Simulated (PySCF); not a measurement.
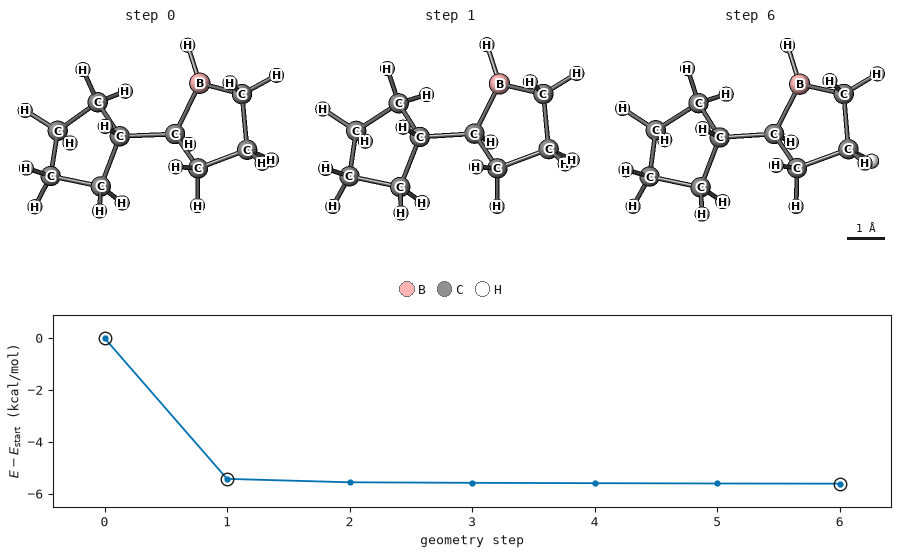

Frames of a relaxation of C$_{9}$H$_{17}$B, marked on the history of the run. The picture is a ball-and-stick view, seen at a tilt.

The start comes from GFN2-xTB. Its atoms were then displaced at random by about 0.01 Å.

Method: PBE0-D3(BJ)/def2-SVP geometry optimisation, gas phase in PySCF 2.14.0, density-fitted response routines. 

### Describe the path.

The atom that moves furthest after the best rigid fit is an H atom (0.17 Å). Largest moves by element: H 0.17 Å, C 0.09 Å, B 0.03 Å. Some distances before and after: C–C 1.476 → 1.530 Å, C–H 1.075 → 1.114 Å, B–C 1.605 → 1.571 Å, C–H 1.067 → 1.100 Å. Among the angles between lasting bonds that change: B–C–H 106.4° → 97.9°, B–C–H 105.9° → 101.7°, C–C–H 110.2° → 113.6°. The energy falls by 5.61 kcal/mol in 6 geometry steps. Cost: 3.6 min on 1 thread of Arm Neoverse V1, on a shared host. From step 0 to 1: an H atom moves most (0.16 Å), energy −5.42 kcal/mol. From step 1 to 6: H atoms move most (0.07 Å), energy −0.19 kcal/mol.

| step | E − E(0), kcal/mol |
| --- | --- |
| 0 | 0.00 |
| 1 | -5.42 |
| 2 | -5.56 |
| 3 | -5.58 |
| 4 | -5.59 |
| 5 | -5.60 |
| 6 | -5.61 |
